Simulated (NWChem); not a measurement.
**C2HClF (SMILES [H]/[C]=C(\F)Cl): levels of theory compared**

We compute a comparison of 5 runs (UHF/STO-3G, UHF/3-21G, UB3LYP/6-31G*, USVWN5/def2-TZVP) of C2HClF. 

Program for the calculation: NWChem 7.3.0.

### Step 1. Starting point

The species is C2HClF (5 atoms), meant as a doublet with charge 0. As SMILES, `[H]/[C]=C(\F)Cl`. The shape is that of a GFN2-xTB optimisation.

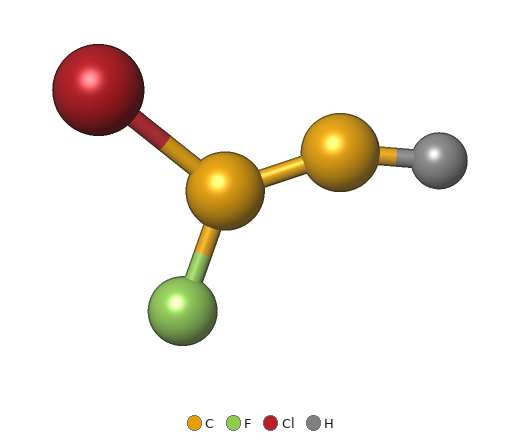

The structure, seen from a chosen angle (carbon amber, fluorine green, chlorine red, hydrogen grey).

### Step 2. Energy and forces at UHF/STO-3G (run 1)

m1.nw reads:

```
echo
START m1
memory 2200 mb
charge 0
GEOMETRY units angstroms noautosym nocenter noautoz
  C      0.751550     0.212510     0.500250
  C     -0.283090    -0.090670    -0.190290
  F     -1.269540     0.744780    -0.586760
  Cl    -0.603770    -1.709150    -0.760330
  H      1.404850     0.842530     1.037140
END
BASIS "ao basis" spherical bse
  * library STO-3G
END
SCF
  doublet
  uhf
  thresh 1e-08
  maxiter 80
END
TASK scf gradient
```

Run with:

```bash
$ nwchem m1.nw > m1.out
```

What it wrote:

```text
[...]
  functions       =    25
[...]
  wavefunction    = UHF
[...]
         Total SCF energy =   -627.882000213340
      One electron energy =  -1146.731175064602
      Two electron energy =    379.441921071697
 Nuclear repulsion energy =    139.407253779565
                       Sz =      0.5000
                 Sz(Sz+1) =      0.7500
                      S^2 =      1.0583
[...]
                         UHF ENERGY GRADIENTS
    atom               coordinates                        gradient
                 x          y          z           x          y          z
   1 C       1.420224   0.401586   0.945335   -0.055225   0.010253  -0.030687
   2 C      -0.534963  -0.171341  -0.359596    0.051714  -0.018631   0.026674
   3 F      -2.399083   1.407430  -1.108816    0.005906  -0.010408   0.001099
   4 Cl     -1.140960  -3.229825  -1.436815    0.003146   0.037168   0.010533
   5 H       2.654782   1.592151   1.959910   -0.005541  -0.018382  -0.007619
[...]
```

Wall time 2.1 s (1 thread of Intel Xeon 6975P-C (Granite Rapids), shared host); peak memory 0.097 GiB.

### Step 3. Energy and forces at UHF/3-21G (run 2)

mymol.xyz reads:

```xyz
5
C2HClF gradient
C      0.751550     0.212510     0.500250
C     -0.283090    -0.090670    -0.190290
F     -1.269540     0.744780    -0.586760
Cl    -0.603770    -1.709150    -0.760330
H      1.404850     0.842530     1.037140
```

mymol.nw reads:

```
echo
start mymol
title "C2HClF gradient"
memory stack 880 mb heap 220 mb global 1100 mb
charge 0

geometry units angstroms noautosym nocenter noautoz
  load format xyz mymol.xyz
end

basis spherical bse
  * library 3-21G
end

scf
  nopen 1
  uhf
  thresh 1e-08
  maxiter 80
  print medium
end

task scf gradient
```

Run with:

```bash
$ nwchem mymol.nw > mymol.out
```

What it wrote:

```text
[...]
  functions       =    42
[...]
  wavefunction    = UHF
[...]
         Total SCF energy =   -631.970788503982
      One electron energy =  -1149.841058239538
      Two electron energy =    378.463015955991
 Nuclear repulsion energy =    139.407253779565
                       Sz =      0.5000
                 Sz(Sz+1) =      0.7500
                      S^2 =      0.9571
[...]
                         UHF ENERGY GRADIENTS
    atom               coordinates                        gradient
                 x          y          z           x          y          z
   1 C       1.420224   0.401586   0.945335   -0.024717   0.005907  -0.013385
   2 C      -0.534963  -0.171341  -0.359596    0.016813  -0.023721   0.004572
   3 F      -2.399083   1.407430  -1.108816    0.000808  -0.005131  -0.000725
   4 Cl     -1.140960  -3.229825  -1.436815    0.003745   0.029699   0.009149
   5 H       2.654782   1.592151   1.959910    0.003352  -0.006755   0.000389
[...]
```

Run time: 2.9 s. Hardware: 1 thread of Intel Xeon 6975P-C (Granite Rapids), shared host; peak memory 0.096 GiB.

Run 3 isn't shown in full; the table further down has it.

### Step 4. Energy and forces at UB3LYP/6-31G(d) (Cartesian functions) (run 4)

run.nw reads:

```
start run
title "C2HClF gradient"
memory stack 880 mb heap 220 mb global 1100 mb
geometry units angstroms noautosym nocenter noautoz
  C      0.751550     0.212510     0.500250
  C     -0.283090    -0.090670    -0.190290
  F     -1.269540     0.744780    -0.586760
  Cl    -0.603770    -1.709150    -0.760330
  H      1.404850     0.842530     1.037140
end
basis cartesian
  C library 6-31G*
  F library 6-31G*
  Cl library 6-31G*
  H library 6-31G*
end
dft
  xc b3lyp
  mult 2
  grid xfine
  convergence energy 1e-08
  maxiter 100
  mulliken
  noprint "final vectors analysis"
end
task dft gradient
```

Run with:

```bash
$ nwchem run.nw > run.out
```

What it wrote:

```text
[...]
          Wavefunction type:  spin polarized.
          No. of atoms     :     5
          No. of electrons :    39
[...]
          Charge           :     0
          Spin multiplicity:     2
[...]
          AO basis - number of functions:    66
[...]
              XC Information
              --------------
                         B3LYP Method XC Potential
                     Hartree-Fock (Exact) Exchange  0.200
                        Slater Exchange Functional  0.800 local
                    Becke 1988 Exchange Functional  0.720 non-local
              Lee-Yang-Parr Correlation Functional  0.810
                  VWN I RPA Correlation Functional  0.190 local
[...]
 d= 0,ls=0.0,diis     1   -636.6198678398 -7.76D+02  1.02D-02  2.35D-01     1.7
[...]
 d= 0,ls=0.0,diis    13   -636.7188760146 -2.63D-09  5.91D-07  9.75D-10    21.2
[...]
         Total DFT energy =     -636.718876014621
      One electron energy =    -1154.281940654582
           Coulomb energy =      428.035860319070
    Exchange-Corr. energy =      -49.880049458673
 Nuclear repulsion energy =      139.407253779565
[...]
      <S2> =      0.7589 (Exact =     0.7500)
[...]
  wavefunction    = open shell
                         DFT ENERGY GRADIENTS
    atom               coordinates                        gradient
                 x          y          z           x          y          z
   1 C       1.420224   0.401586   0.945335   -0.011386   0.004522  -0.005759
   2 C      -0.534963  -0.171341  -0.359596    0.021788   0.000830   0.013300
   3 F      -2.399083   1.407430  -1.108816   -0.004787   0.001128  -0.002625
   4 Cl     -1.140960  -3.229825  -1.436815    0.000771   0.003628   0.001282
   5 H       2.654782   1.592151   1.959910   -0.006386  -0.010107  -0.006198
[...]
```

Wall time 25 s (1 thread of Intel Xeon 6975P-C (Granite Rapids), shared host); peak memory 0.13 GiB.

### Step 5. Energy and forces at USVWN5/def2-TZVP (run 5)

input.xyz reads:

```xyz
5

C      0.751550     0.212510     0.500250
C     -0.283090    -0.090670    -0.190290
F     -1.269540     0.744780    -0.586760
Cl    -0.603770    -1.709150    -0.760330
H      1.404850     0.842530     1.037140
```

input.nw reads:

```
start input
memory total 2200 mb

geometry units angstrom noautosym nocenter noautoz
load format xyz input.xyz
end

basis spherical bse
* library def2-TZVP
end

dft
xc slater vwn_5
mult 2
grid fine
convergence energy 1e-08
iterations 100
mulliken
print medium
end

task dft gradient
```

Run with:

```bash
$ nwchem input.nw > input.out
```

What it wrote:

```text
[...]
          Wavefunction type:  spin polarized.
          No. of atoms     :     5
          No. of electrons :    39
[...]
          Charge           :     0
          Spin multiplicity:     2
[...]
          AO basis - number of functions:   136
[...]
              XC Information
              --------------
                        Slater Exchange Functional  1.000 local
                      VWN V Correlation Functional  1.000 local
[...]
 d= 0,ls=0.0,diis     1   -633.8790554428 -7.73D+02  4.64D-03  6.84D-01     3.0
[...]
 d= 0,ls=0.0,diis    13   -634.0040179869 -5.80D-09  1.23D-07  1.27D-09    32.1
[...]
         Total DFT energy =     -634.004017986861
      One electron energy =    -1153.957151734389
           Coulomb energy =      427.492781913566
    Exchange-Corr. energy =      -46.946901945603
 Nuclear repulsion energy =      139.407253779565
[...]
      <S2> =      0.7558 (Exact =     0.7500)
[...]
  wavefunction    = open shell
                         DFT ENERGY GRADIENTS
    atom               coordinates                        gradient
                 x          y          z           x          y          z
   1 C       1.420224   0.401586   0.945335    0.003795   0.008761   0.004313
   2 C      -0.534963  -0.171341  -0.359596    0.021719   0.007019   0.014704
   3 F      -2.399083   1.407430  -1.108816   -0.011633   0.008268  -0.005063
   4 Cl     -1.140960  -3.229825  -1.436815   -0.002407  -0.012099  -0.004290
   5 H       2.654782   1.592151   1.959910   -0.011474  -0.011949  -0.009663
[...]
```

Wall time 44 s (1 thread of Intel Xeon 6975P-C (Granite Rapids), shared host); peak memory 0.13 GiB.

### Step 6. All runs side by side

| run | level | iteration cap | module | energy (Eh) | dipole moment (D) | HOMO energy (eV) | LUMO energy (eV) | wall time |
| --- | --- | --- | --- | --- | --- | --- | --- | --- |
| 1 | UHF/STO-3G | 80 | scf | -627.882000 | 2.26 | -8.90 | 5.96 | 2.1 s |
| 2 | UHF/3-21G | 80 | scf | -631.970789 | 2.35 | -10.86 | 2.11 | 2.9 s |
| 3 | UB3LYP/6-31G* (spherical functions) | 100 | dft | -636.712815 | 1.60 | -7.35 | -3.10 | 23 s |
| 4 | UB3LYP/6-31G* (Cartesian functions) | 100 | dft | -636.718876 | 1.60 | – | – | 25 s |
| 5 | USVWN5/def2-TZVP | 100 | dft | -634.004018 | 1.33 | -6.46 | -4.89 | 44 s |

### Step 7. Results

```
                                 quantity          value
                      run 5: total energy  -634.00402 Eh
                     run 5: dipole moment         1.33 D
run 5: HOMO energy (highest over α and β)       -6.46 eV
 run 5: LUMO energy (lowest over α and β)       -4.89 eV
                              run 5: ⟨S²⟩          0.756
          run 5: largest force on an atom     1.396 eV/Å
```

The dipole moment (its size) runs from 1.33 D (USVWN5/def2-TZVP) to 2.35 D (UHF/3-21G). The two ends differ in method and basis. Totals of different functionals can't be ranked against each other. In run 1 the basis is minimal, so the values are rough. Spin contamination of the reference: run 1 ⟨S²⟩ = 1.06, run 2 ⟨S²⟩ = 0.96. All runs together took 97 s, the longest 44 s.
